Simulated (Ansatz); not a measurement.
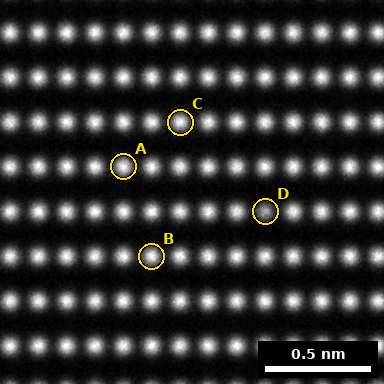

Dark-field STEM-like image of Ru (P6_3/mmc, No. 194) along [210]. Simulation: incoherent imaging, intensity Z^1.7 per atom, probe width 0.66 Å, thin sample. The probe carries 25 % of its weight in a tail 2.5 times as wide. Shot noise was added.

The sample is 3 repeats (14.1 Å) thick. One point defect was put into the perfect crystal, without relaxing the atoms around it. Brightness is counted from the darkest point of the image. Host structure: the end point of a relaxation at fixed volume with DFT PBE, spin-orbit coupling, plane waves, PAW in Ansatz 0.2.0.

Question: Which ringed column holds the defect, and does it scatter more or less than its equals?

Answer: D; it scatters less. The column holds 3 atoms (Ru) through the sample, and one Ru atom is missing, so its peak drops to about 65 % of that of its equals.
